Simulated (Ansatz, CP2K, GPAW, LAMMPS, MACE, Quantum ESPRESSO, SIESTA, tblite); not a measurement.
# Cu22Zr78 (at. %) with crystalline order left by the classical run (65 atoms): atom by atom

This is the geometry as built. Method: Kohn-Sham DFT, PBE, SSSP efficiency 1.3.0 pseudopotentials, plane waves; sssp-1.3.0-efficiency; 60/480 Ry; levels smeared at 580 K (Quantum ESPRESSO 7.5); Γ point; density 6.73 g/cm³.

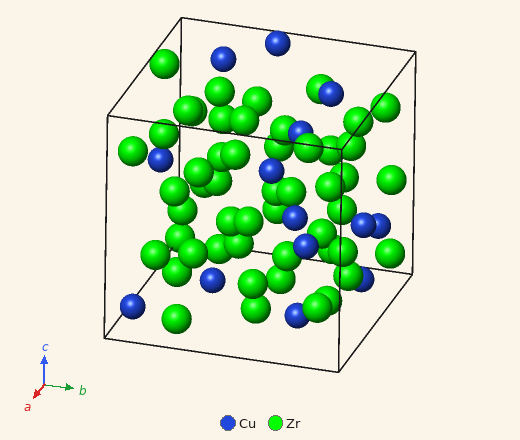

The structure (copper blue, zirconium green).

Cell vectors (Å):

```
11.101 0.000 0.000
0.000 11.101 0.000
0.000 0.000 11.101
```

Positions in Å, forces in eV/Å:

```tsv
atom	x	y	z	fx	fy	fz
Cu1	7.461	7.996	0.755	-0.230	0.066	-0.111
Cu2	8.536	7.002	8.283	0.230	0.157	-0.052
Cu3	6.681	10.817	5.348	0.088	-0.087	-0.062
Cu4	7.415	3.946	1.870	0.225	0.195	0.249
Cu5	0.931	9.739	2.614	-0.198	-0.220	0.001
Cu6	6.505	7.731	9.376	0.031	0.086	0.054
Cu7	8.609	0.553	0.572	0.255	0.011	0.188
Cu8	0.428	4.702	10.718	0.110	0.194	-0.025
Cu9	10.245	8.669	6.944	0.063	0.155	0.216
Cu10	4.160	0.396	5.915	0.258	0.288	-0.089
Cu11	2.458	7.887	9.579	-0.112	0.128	-0.255
Cu12	8.006	8.515	4.524	-0.002	-0.032	0.169
Cu13	2.056	9.331	0.384	0.125	-0.060	0.231
Cu14	0.578	2.192	9.618	0.170	-0.111	-0.208
Zr15	4.427	4.232	2.430	-0.479	0.406	-0.245
Zr16	6.648	10.485	10.436	-0.237	-0.351	-0.739
Zr17	4.491	3.247	9.879	-0.141	0.627	-0.252
Zr18	9.370	0.690	8.665	0.217	-0.054	0.014
Zr19	5.930	1.086	8.068	-0.558	-0.627	-0.280
Zr20	0.223	0.163	0.250	-0.257	0.004	0.156
Zr21	0.056	7.805	4.350	0.050	0.013	-0.529
Zr22	0.975	10.013	8.575	-0.485	-0.282	0.115
Zr23	0.249	7.378	0.800	-0.145	-0.108	0.224
Zr24	5.452	1.866	4.185	-0.348	-0.779	-0.147
Zr25	2.100	7.797	6.594	0.402	0.136	0.107
Zr26	8.906	6.309	2.710	-0.144	0.309	0.128
Zr27	5.629	1.707	1.163	-0.143	-0.147	0.174
Zr28	7.544	2.708	10.199	0.225	0.640	-0.360
Zr29	7.961	2.258	6.284	0.263	-0.090	0.013
Zr30	5.962	7.005	2.903	-0.653	-0.310	0.080
Zr31	8.147	1.454	3.078	0.543	-0.082	-0.485
Zr32	4.372	9.461	8.077	-0.011	0.520	0.113
Zr33	6.406	10.048	2.585	-0.098	0.037	0.257
Zr34	4.432	9.089	4.854	-0.122	-0.119	-0.152
Zr35	9.860	3.967	8.328	0.015	0.179	0.108
Zr36	1.583	10.534	5.312	0.405	0.000	-0.031
Zr37	2.567	1.367	7.773	0.047	-0.082	0.770
Zr38	2.227	2.640	0.951	-0.294	0.214	-0.603
Zr39	4.606	8.510	0.313	0.106	-0.120	-0.154
Zr40	9.180	6.143	5.913	-0.725	-0.195	0.169
Zr41	0.924	4.994	5.843	0.231	0.418	0.024
Zr42	3.339	11.061	2.500	0.018	0.349	0.280
Zr43	2.042	4.268	8.477	-0.026	0.170	0.278
Zr44	0.157	6.700	8.629	-0.147	-0.437	0.313
Zr45	2.899	5.767	0.228	-0.088	-0.039	0.164
Zr46	0.166	1.258	3.133	-0.097	-0.114	-0.134
Zr47	2.532	2.585	4.470	-0.001	-0.210	0.173
Zr48	8.856	5.769	10.748	-0.163	-0.034	-0.517
Zr49	9.560	10.741	5.270	-0.654	0.183	-0.084
Zr50	3.515	0.318	10.380	0.111	-0.386	0.231
Zr51	6.902	4.766	8.031	0.300	0.245	0.371
Zr52	2.818	7.663	2.744	-0.457	-0.104	0.010
Zr53	9.370	8.993	10.101	0.353	0.042	-0.010
Zr54	7.640	9.513	7.480	0.149	-0.198	0.244
Zr55	6.735	4.560	4.602	0.363	0.221	-0.047
Zr56	9.716	3.714	4.185	0.166	0.141	0.039
Zr57	6.202	7.223	6.237	0.344	-0.123	-0.277
Zr58	4.544	3.411	6.668	0.094	0.468	0.322
Zr59	9.389	9.528	2.228	0.290	-0.191	-0.080
Zr60	3.713	5.771	4.975	0.323	0.061	-0.145
Zr61	5.956	5.559	0.066	0.356	-0.062	-0.062
Zr62	0.988	4.979	2.755	0.286	0.050	-0.302
Zr63	9.996	3.069	0.947	0.182	-0.003	0.120
Zr64	4.240	6.280	8.308	-0.073	-0.139	0.383
Zr65	0.078	2.080	6.396	-0.305	-0.816	-0.053
```

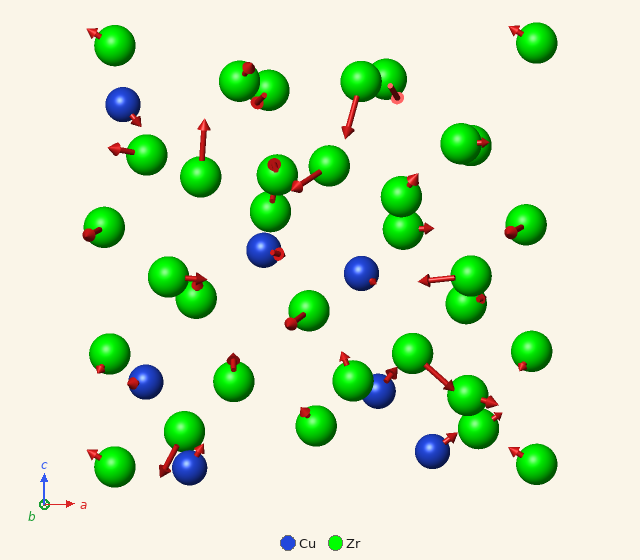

The forces as arrows, the longest 0.885 eV/Å. Drawn is a slice 6 Å thick, seen along the normal of the ac plane.

The quench rate of 3 K/ps is many orders above laboratory rates, so the cell is likely richer in defects and strain than a real sample. The network of bonds at the start is that of the classical potential that made the cell, and needn't be the one that DFT or experiment would give. Only the Γ point is sampled, in a cell whose shortest periodic width is 11 Å.

The r.m.s. force component is 0.274 eV/Å; the longest force, 0.885 eV/Å, acts on Zr19.

[Logs are printed without paths, hosts, clocks, repeated set-up lines and the standing remarks that a program may print on its own settings, such as how far it seeks lower states.]

[Hosts, paths, dates, database ids (printed as entryN), source tags and the programs' standing remarks are cut or masked in the printed files.]
